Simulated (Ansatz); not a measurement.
**ClFGeH2O2: molecular dynamics**

Aim: follow the molecule's vibrations and see whether its bonds hold. The start is relaxed first. Runs: 300 steps of 0.5 fs under a Nosé-Hoover thermostat at 300 K. SMILES of the start: [OH][Ge]([OH])([F])[Cl].

Program: Ansatz 0.2.0. Level of theory: RHF/def2-SVP. These are calculated values, not measurements.

## (1) The starting structure

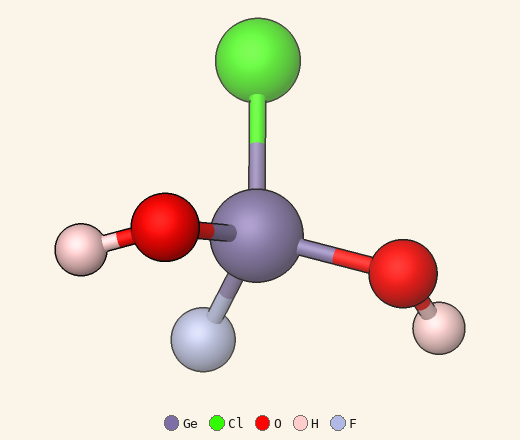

Start, viewed from a chosen angle; germanium purple, chlorine green, oxygen red, hydrogen pink, fluorine light blue.

Coordinates:

```xyz
7

Ge    0.0000    0.0000    0.0000
Cl    0.0000    0.0000    2.2200
O     1.6691    0.0000   -0.5894
H     1.9855   -0.9521   -0.7061
O    -0.8337    1.4443   -0.5894
H    -1.7915    1.2136   -0.8118
F    -0.7913   -1.3709   -0.5594
```

## (2) Preparing the start

input.yaml reads:

```yaml
crystal:
  periodic: [false, false, false]
  atoms:
    - { symbol: Ge, position_ang: [0.0, 0.0, 0.0] }
    - { symbol: Cl, position_ang: [0.0, 0.0, 2.22] }
    - { symbol: O, position_ang: [1.6691, 0.0, -0.5894] }
    - { symbol: H, position_ang: [1.9855, -0.9521, -0.7061] }
    - { symbol: O, position_ang: [-0.8337, 1.4443, -0.5894] }
    - { symbol: H, position_ang: [-1.7915, 1.2136, -0.8118] }
    - { symbol: F, position_ang: [-0.7913, -1.3709, -0.5594] }
basis:
  gaussian: { orbitals: def2-SVP }
hamiltonian:
  xc: hf
relax:
  f_tol: 0.02
  max_steps: 40
```

Launch:

```console
> ansatz run input.yaml --threads 1 --pin off --max-ram 2048MiB --backend cpu --events-out ev --progress --plain --runs-dir out
```

Standard output, shortened:

```text
Warning: RAYON_NUM_THREADS=1 ignored (pool sized by the plan → 1); use --threads N
[...]
Functional definition: HF
[...]
1027 factors; integrals over basis functions are off by at most 3.6e-4 eV
[...]
mean field -75775.79796008 eV, -2784.7092123522 hartree, gradient 1.8e-5 eV, S^2 0.000000; 0 other end points of the search recorded, 0 dependent functions left out
[...]
reference -75775.79796008 eV, -2784.7092123522 hartree; 38, 38 occupied and 64, 64 virtual orbitals, 1027 factors
relax step   1: F+E_penalty+E_count = -75775.79796008 eV  Δ(F+E_penalty+E_count) = +0.000e0 eV  max|allowed force component| = 3.177e0 eV/Å  Δτ_max = 0.0000 Å  (34 SCF iters, accepted)
[...]
relax step   3: F+E_penalty+E_count = -75776.20567964 eV  Δ(F+E_penalty+E_count) = -5.003e-2 eV  max|allowed force component| = 2.849e-1 eV/Å  Δτ_max = 0.0404 Å  (33 SCF iters, accepted)
[...]
relax step   5: F+E_penalty+E_count = -75776.22486016 eV  Δ(F+E_penalty+E_count) = -9.649e-3 eV  max|allowed force component| = 2.139e-1 eV/Å  Δτ_max = 0.0607 Å  (34 SCF iters, accepted)
[...]
relax step   7: F+E_penalty+E_count = -75776.23995457 eV  Δ(F+E_penalty+E_count) = -1.277e-2 eV  max|allowed force component| = 5.876e-2 eV/Å  Δτ_max = 0.0963 Å  (33 SCF iters, accepted)
[...]
relax step   9: F+E_penalty+E_count = -75776.24150654 eV  Δ(F+E_penalty+E_count) = +6.386e-5 eV  max|allowed force component| = 1.990e-1 eV/Å  Δτ_max = 0.0411 Å  (34 SCF iters, rejected (line search))
[...]
relax step  10: F+E_penalty+E_count = -75776.24213499 eV  Δ(F+E_penalty+E_count) = -5.646e-4 eV  max|allowed force component| = 2.376e-2 eV/Å  Δτ_max = 0.0200 Å  (34 SCF iters, accepted)
[...]
relax step  11: F+E_penalty+E_count = -75776.24293977 eV  Δ(F+E_penalty+E_count) = -8.048e-4 eV  max|allowed force component| = 4.554e-2 eV/Å  Δτ_max = 0.0505 Å  (33 SCF iters, accepted)
[...]
1027 factors; integrals over basis functions are off by at most 4.1e-4 eV
mean field -75776.24312294 eV, -2784.7255717856 hartree, gradient 3.8e-5 eV, S^2 0.000000; 0 other end points of the search recorded, 0 dependent functions left out
[...]
reference -75776.24312294 eV, -2784.7255717856 hartree; 38, 38 occupied and 64, 64 virtual orbitals, 1027 factors
```

## (3) The output, continued: start relaxed

Output, continued, shortened:

```text
relax step  12: F+E_penalty+E_count = -75776.24312294 eV  Δ(F+E_penalty+E_count) = -1.832e-4 eV  max|allowed force component| = 5.249e-2 eV/Å  Δτ_max = 0.0153 Å  (35 SCF iters, accepted)
[...]
relax step  14: F+E_penalty+E_count = -75776.24381751 eV  Δ(F+E_penalty+E_count) = -5.533e-4 eV  max|allowed force component| = 6.179e-2 eV/Å  Δτ_max = 0.0368 Å  (33 SCF iters, accepted)
[...]
relax step  16: F+E_penalty+E_count = -75776.24434851 eV  Δ(F+E_penalty+E_count) = -3.204e-4 eV  max|allowed force component| = 6.930e-2 eV/Å  Δτ_max = 0.0051 Å  (35 SCF iters, accepted)
[...]
relax step  18: F+E_penalty+E_count = -75776.24490787 eV  Δ(F+E_penalty+E_count) = -9.345e-5 eV  max|allowed force component| = 6.296e-2 eV/Å  Δτ_max = 0.0250 Å  (34 SCF iters, accepted)
[...]
reference -75776.24496171 eV, -2784.7256393593 hartree; 38, 38 occupied and 64, 64 virtual orbitals, 1027 factors
Total energy: -75776.24496171 eV, -2784.7256393593 hartree
Atom 0 at    -0.031441    -0.053103    -0.070074 Å, force    -0.002729     0.000784     0.002354 eV/Å
Atom 1 at     0.110766    -0.113495     2.052408 Å, force     0.000289    -0.000523    -0.001442 eV/Å
Atom 2 at     1.521917    -0.165441    -0.795427 Å, force     0.006456    -0.001946    -0.000646 eV/Å
Atom 3 at     2.194619    -0.655983    -0.346866 Å, force    -0.003433     0.001859    -0.001058 eV/Å
Atom 4 at    -0.810353     1.363103    -0.654267 Å, force    -0.016891    -0.000704     0.000591 eV/Å
Atom 5 at    -1.754738     1.353426    -0.715617 Å, force     0.016245     0.001191    -0.000597 eV/Å
Atom 6 at    -0.992669    -1.393607    -0.506257 Å, force     0.000063    -0.000660     0.000797 eV/Å
Dipole moment:     0.022927    -0.005653     0.126854 e Å
```

It took 64 s on 1 thread of Arm Neoverse V1, shared host; peak memory 0.22 GiB.

Step by step:

| step | energy from step 1 (eV) | largest force component (eV/Å) |
| --- | --- | --- |
| 1 | 0.0000 | 3.1772 |
| 2 | -0.3577 | 0.9184 |
| 3 | -0.4077 | 0.2849 |
| 4 | -0.4173 | 0.1578 |
| 5 | -0.4269 | 0.2139 |
| 6 | -0.4292 | 0.5930 |
| 7 | -0.4420 | 0.0588 |
| 8 | -0.4436 | 0.0686 |
| 9x | -0.4435 | 0.1990 |
| 10 | -0.4442 | 0.0238 |
| 11 | -0.4450 | 0.0455 |
| 12 | -0.4452 | 0.0525 |
| 13 | -0.4453 | 0.0368 |
| 14 | -0.4459 | 0.0618 |
| 15 | -0.4461 | 0.1211 |
| 16 | -0.4464 | 0.0693 |
| 17 | -0.4469 | 0.0119 |
| 18 | -0.4469 | 0.0630 |
| 19x | -0.4469 | 0.0167 |
| 20 | -0.4470 | 0.0169 |

Step 1 is the start. 2 steps were tried and not accepted (marked x).

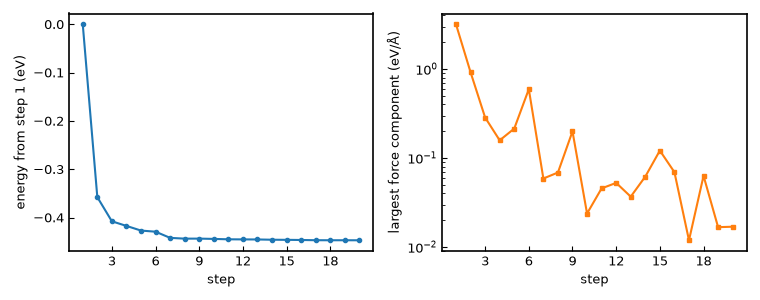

Energy and largest force along the relaxation.

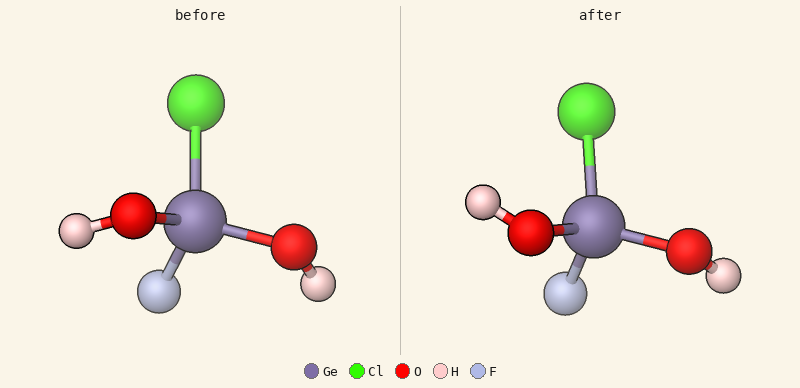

Before and after, at one scale.

After: Bond lengths: Ge1–Cl2 2.128 Å, Ge1–O3 1.718 Å, O3–H4 0.946 Å, Ge1–O5 1.719 Å, O5–H6 0.946 Å, Ge1–F7 1.706 Å. Angles: Cl2–Ge1–O3 111.0°, Cl2–Ge1–O5 113.1°, Cl2–Ge1–F7 105.7°, O3–Ge1–O5 108.7°, O3–Ge1–F7 110.5°, O5–Ge1–F7 107.8°, Ge1–O3–H4 118.5°, Ge1–O5–H6 117.8°.

## (4) Dynamics

300 steps of 0.5 fs under a Nosé-Hoover thermostat at 300 K, from the relaxed start.

input.yaml reads:

```yaml
crystal:
  periodic: [false, false, false]
  atoms:
    - { symbol: Ge, position_ang: [-0.031441, -0.053103, -0.070074] }
    - { symbol: Cl, position_ang: [0.110766, -0.113495, 2.052408] }
    - { symbol: O, position_ang: [1.521917, -0.165441, -0.795427] }
    - { symbol: H, position_ang: [2.194619, -0.655983, -0.346866] }
    - { symbol: O, position_ang: [-0.810353, 1.363103, -0.654267] }
    - { symbol: H, position_ang: [-1.754738, 1.353426, -0.715617] }
    - { symbol: F, position_ang: [-0.992669, -1.393607, -0.506257] }
basis:
  gaussian: { orbitals: def2-SVP }
hamiltonian:
  xc: hf
md:
  timestep: 0.5
  n_steps: 300
  ensemble: nvt_nose_hoover
  temperature: 300.0
  initial_velocities: maxwell_boltzmann
  seed: 144005
  nose_hoover: { tau: 100.0, chain_length: 1 }
```

Launch:

```console
> ansatz run input.yaml --threads 1 --pin off --max-ram 2048MiB --backend cpu --events-out ev --progress --plain --runs-dir out
```

Standard output, shortened:

```text
Warning: RAYON_NUM_THREADS=1 ignored (pool sized by the plan → 1); use --threads N
[...]
Functional definition: HF
[...]
1031 factors; integrals over basis functions are off by at most 3.3e-4 eV
[...]
mean field -75776.24501051 eV, -2784.7256411525 hartree, gradient 1.6e-5 eV, S^2 0.000000; 0 other end points of the search recorded, 0 dependent functions left out
[...]
reference -75776.24501051 eV, -2784.7256411525 hartree; 38, 38 occupied and 64, 64 virtual orbitals, 1031 factors
md step     0: t =     0.00 fs  T =   300.0 K  F+E_penalty+E_count = -75776.24501051 eV  E_kin = 0.193890 eV  conserved = -75776.05112051 eV  (33 SCF iters)
[...]
md step    20: t =    10.00 fs  T =   147.5 K  F+E_penalty+E_count = -75776.14501320 eV  E_kin = 0.095311 eV  conserved = -75776.04992528 eV  (35 SCF iters)
[...]
md step    40: t =    20.00 fs  T =   193.3 K  F+E_penalty+E_count = -75776.17466257 eV  E_kin = 0.124934 eV  conserved = -75776.05104595 eV  (34 SCF iters)
[...]
md step    60: t =    30.00 fs  T =    58.6 K  F+E_penalty+E_count = -75776.08518004 eV  E_kin = 0.037852 eV  conserved = -75776.04987460 eV  (34 SCF iters)
[...]
md step    80: t =    40.00 fs  T =   177.5 K  F+E_penalty+E_count = -75776.16039878 eV  E_kin = 0.114726 eV  conserved = -75776.05095509 eV  (35 SCF iters)
md step    81: t =    40.50 fs  T =   160.6 K  F+E_penalty+E_count = -75776.14887428 eV  E_kin = 0.103789 eV  conserved = -75776.05057071 eV  (35 SCF iters)
```

## (5) The log goes on: dynamics from the start

The log, continued, shortened:

```text
md step    82: t =    41.00 fs  T =   141.1 K  F+E_penalty+E_count = -75776.13567634 eV  E_kin = 0.091191 eV  conserved = -75776.05015390 eV  (35 SCF iters)
[...]
md step   108: t =    54.00 fs  T =   196.8 K  F+E_penalty+E_count = -75776.16582088 eV  E_kin = 0.127190 eV  conserved = -75776.04999960 eV  (34 SCF iters)
[...]
md step   134: t =    67.00 fs  T =   240.0 K  F+E_penalty+E_count = -75776.18425281 eV  E_kin = 0.155115 eV  conserved = -75776.05082787 eV  (35 SCF iters)
[...]
md step   160: t =    80.00 fs  T =   244.4 K  F+E_penalty+E_count = -75776.17422474 eV  E_kin = 0.157947 eV  conserved = -75776.05067835 eV  (35 SCF iters)
[...]
md step   184: t =    92.00 fs  T =   214.2 K  F+E_penalty+E_count = -75776.14471601 eV  E_kin = 0.138446 eV  conserved = -75776.05081146 eV  (35 SCF iters)
md step   185: t =    92.50 fs  T =   195.1 K  F+E_penalty+E_count = -75776.13143426 eV  E_kin = 0.126102 eV  conserved = -75776.05033169 eV  (35 SCF iters)
```

## (6) The output, continued: dynamics from the start

Output, continued, shortened:

```text
md step   186: t =    93.00 fs  T =   176.8 K  F+E_penalty+E_count = -75776.11871354 eV  E_kin = 0.114288 eV  conserved = -75776.04984375 eV  (35 SCF iters)
[...]
md step   207: t =   103.50 fs  T =   202.8 K  F+E_penalty+E_count = -75776.12774238 eV  E_kin = 0.131101 eV  conserved = -75776.05098468 eV  (34 SCF iters)
[...]
md step   228: t =   114.00 fs  T =   164.3 K  F+E_penalty+E_count = -75776.09156243 eV  E_kin = 0.106160 eV  conserved = -75776.05003128 eV  (35 SCF iters)
[...]
md step   249: t =   124.50 fs  T =   217.8 K  F+E_penalty+E_count = -75776.11444165 eV  E_kin = 0.140783 eV  conserved = -75776.05004395 eV  (34 SCF iters)
[...]
md step   299: t =   149.50 fs  T =   221.8 K  F+E_penalty+E_count = -75776.07917463 eV  E_kin = 0.143371 eV  conserved = -75776.04952947 eV  (34 SCF iters)
[...]
md step   300: t =   150.00 fs  T =   240.5 K  F+E_penalty+E_count = -75776.09113723 eV  E_kin = 0.155444 eV  conserved = -75776.05021459 eV  (35 SCF iters)
Total energy: -75776.09113723 eV, -2784.7199864140 hartree
Atom 0 at    -0.026864    -0.109980    -0.062348 Å, force    -0.922190     2.297578     0.452604 eV/Å
Atom 1 at     0.115516    -0.037225     2.070041 Å, force     0.045901    -0.236609    -0.474753 eV/Å
Atom 2 at     1.543279    -0.133048    -0.748623 Å, force     0.188148    -0.099541     1.069279 eV/Å
Atom 3 at     1.575382    -0.394387    -1.637072 Å, force     0.251461    -0.359594    -1.314089 eV/Å
Atom 4 at    -0.880810     1.334159    -0.631739 Å, force     0.712097    -0.332871     0.299323 eV/Å
Atom 5 at    -0.434970     2.183863    -0.592143 Å, force    -0.289298    -0.857451     0.054133 eV/Å
Atom 6 at    -1.014855    -1.379328    -0.565179 Å, force     0.013880    -0.411512    -0.086498 eV/Å
Dipole moment:     0.351670     0.225458    -0.299953 e Å
```

Wall time 13 min (1 thread of Arm Neoverse V1, shared host); peak memory 0.22 GiB.

## (7) Frames and traces

One step in 12; energies are changes from step 0:

| time (fs) | T (K) | potential energy change (meV/atom) | conserved energy change (meV/atom) |
| --- | --- | --- | --- |
| 0.0 | 300 | 0.0 | 0.00 |
| 6.0 | 183 | 11.0 | 0.18 |
| 12.0 | 192 | 10.1 | 0.02 |
| 18.0 | 169 | 12.4 | 0.16 |
| 24.0 | 133 | 15.7 | 0.02 |
| 30.0 | 59 | 22.8 | 0.18 |
| 36.0 | 164 | 13.1 | 0.01 |
| 42.0 | 128 | 16.9 | 0.16 |
| 48.0 | 150 | 15.1 | 0.04 |
| 54.0 | 197 | 11.3 | 0.16 |
| 60.0 | 253 | 6.7 | 0.02 |
| 66.0 | 204 | 12.0 | 0.16 |
| 72.0 | 271 | 6.4 | 0.05 |
| 78.0 | 244 | 9.9 | 0.15 |
| 84.0 | 210 | 13.8 | 0.05 |
| 90.0 | 183 | 17.1 | 0.16 |
| 96.0 | 192 | 16.9 | 0.07 |
| 102.0 | 162 | 20.5 | 0.16 |
| 108.0 | 204 | 17.3 | 0.06 |
| 114.0 | 164 | 21.9 | 0.16 |
| 120.0 | 193 | 20.1 | 0.09 |
| 126.0 | 224 | 18.4 | 0.15 |
| 132.0 | 203 | 21.4 | 0.08 |
| 138.0 | 212 | 21.7 | 0.16 |
| 144.0 | 269 | 17.9 | 0.13 |
| 150.0 | 241 | 22.0 | 0.13 |

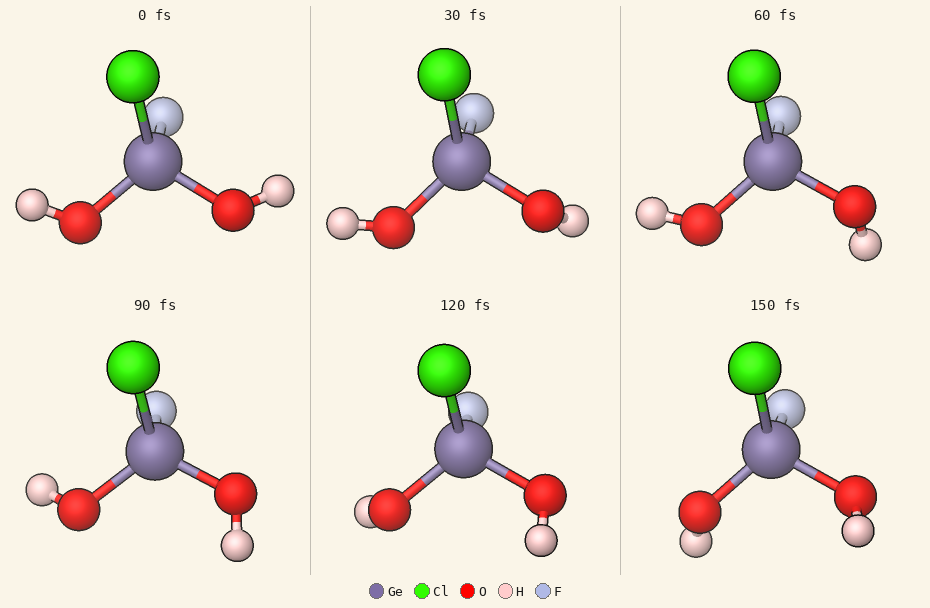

Six frames of the run, seen from a chosen angle. Sticks join atoms within a bonding distance in each frame.

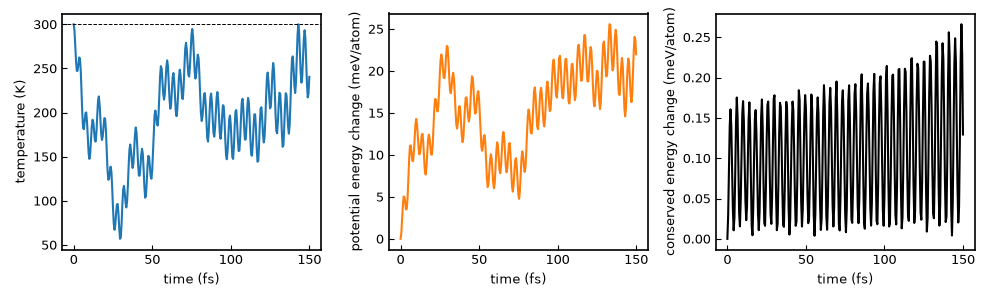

Time series of the run, each on its own scale. The dashed line is the set temperature.

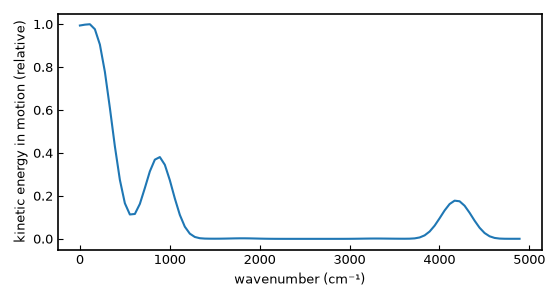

Power spectrum of the mass-weighted velocities; a run of 150 fs resolves no finer than about 440 cm⁻¹.

## (8) Snapshots as a file

Positions (Å) and forces (eV/Å):

```xyz
7
time_fs=19.0 T=184 dE=0.0765
Ge   -0.018   -0.060   -0.074    0.075    0.145    0.573
Cl    0.079   -0.128    2.071    0.177    0.088   -0.486
O     1.510   -0.106   -0.865    0.934   -0.838    0.533
H     2.261   -0.607   -0.521   -1.049    0.569   -0.343
O    -0.780    1.370   -0.641    0.100    0.033    0.193
H    -1.545    1.262   -1.177   -0.372    0.012   -0.200
F    -1.016   -1.394   -0.443    0.136   -0.008   -0.270
7
time_fs=37.5 T=137 dE=0.1107
Ge   -0.007   -0.059   -0.060   -0.791    0.554   -0.296
Cl    0.064   -0.134    2.052    0.274    0.153    0.056
O     1.496   -0.099   -0.891   -0.999    0.665   -0.267
H     2.171   -0.675   -0.644    1.147   -1.033    0.445
O    -0.796    1.375   -0.638   -0.515   -0.394   -0.537
H    -1.335    1.298   -1.435    0.599    0.033    0.886
F    -1.012   -1.395   -0.424    0.284    0.021   -0.288
7
time_fs=56.0 T=250 dE=0.0457
Ge   -0.018   -0.040   -0.053    0.326   -0.709   -0.234
Cl    0.074   -0.127    2.036    0.204    0.166    0.493
O     1.496   -0.157   -0.881    0.260   -0.438    0.261
H     2.091   -0.886   -0.709   -0.434    0.432   -0.060
O    -0.833    1.346   -0.599   -0.244    0.626    0.180
H    -1.017    1.373   -1.520   -0.114    0.143   -0.409
F    -0.967   -1.399   -0.456    0.002   -0.219   -0.231
7
time_fs=75.0 T=289 dE=0.0367
Ge   -0.033   -0.039   -0.060   -0.801    0.338   -0.153
Cl    0.103   -0.103    2.058   -0.055    0.113   -0.173
O     1.493   -0.228   -0.828    0.536   -0.417   -0.108
H     1.882   -1.103   -0.799   -0.278    0.668   -0.043
O    -0.898    1.389   -0.580    0.580   -0.774    0.548
H    -0.751    1.714   -1.454    0.081   -0.032   -0.157
F    -0.911   -1.431   -0.526   -0.064    0.105    0.087
7
time_fs=94.0 T=179 dE=0.1257
Ge   -0.065   -0.039   -0.069    1.223   -1.619    0.782
Cl    0.130   -0.068    2.067   -0.214   -0.059   -0.439
O     1.500   -0.265   -0.785   -0.587    2.009    0.268
H     1.774   -1.127   -0.969    0.352   -1.431   -0.273
O    -0.882    1.360   -0.536    0.103    1.473   -1.108
H    -0.442    1.931   -1.175   -0.518   -0.494    0.564
F    -0.868   -1.452   -0.590   -0.360    0.121    0.206
7
time_fs=112.5 T=169 dE=0.1491
Ge   -0.066   -0.077   -0.053   -0.269    1.457   -0.346
Cl    0.138   -0.037    2.042   -0.207   -0.215    0.276
O     1.502   -0.221   -0.747    0.436   -1.284   -1.084
H     1.629   -1.040   -1.259   -0.056    1.288    0.744
O    -0.877    1.411   -0.548   -0.230   -1.963    0.651
H    -0.355    2.084   -0.923    0.643    0.631   -0.421
F    -0.883   -1.456   -0.621   -0.316    0.086    0.179
7
time_fs=131.0 T=222 dE=0.1354
Ge   -0.061   -0.086   -0.048    1.019   -1.337   -0.483
Cl    0.128   -0.023    2.037   -0.001   -0.298    0.498
O     1.524   -0.166   -0.758    0.052   -0.305   -0.220
H     1.727   -0.719   -1.510   -0.329    0.275    0.519
O    -0.835    1.322   -0.554   -0.671    1.260   -0.578
H    -0.244    2.047   -0.704   -0.191    0.103   -0.067
F    -0.949   -1.434   -0.617    0.120    0.301    0.331
7
time_fs=150.0 T=241 dE=0.1539
Ge   -0.027   -0.110   -0.062   -0.922    2.298    0.453
Cl    0.116   -0.037    2.070    0.046   -0.237   -0.475
O     1.543   -0.133   -0.749    0.188   -0.100    1.069
H     1.575   -0.394   -1.637    0.252   -0.360   -1.314
O    -0.881    1.334   -0.632    0.712   -0.333    0.299
H    -0.435    2.184   -0.592   -0.289   -0.858    0.054
F    -1.015   -1.379   -0.565    0.014   -0.411   -0.086
```

## (9) Outcome

```
                              quantity                          value
               relaxation of the start       17 moves, 0.447 eV lower
                                length            300 steps of 0.5 fs
      temperature, first and last step                  300 and 241 K
              temperature, second half  mean 207 K, from 144 to 300 K
         potential energy, second half    +18 meV/atom from the start
largest change of the conserved energy                  0.27 meV/atom
                bonds formed or broken                              0
```

**Reading.** Against a set 300 K the second half averages 207 K with a spread of 37 K; 18 meV/atom has gone into potential energy, and a thermostat that acts over some 100 fs has not made it up in 150 fs. The conserved energy strays from its start by at most 0.27 meV/atom, 1.5 % of the mean kinetic energy, so a step of 0.5 fs is short enough over this time. No bond forms or breaks. A run of 150 fs with 7 atoms shows the motion but fixes no equilibrium value. The nuclei move classically, without zero-point motion, which matters most for hydrogen.
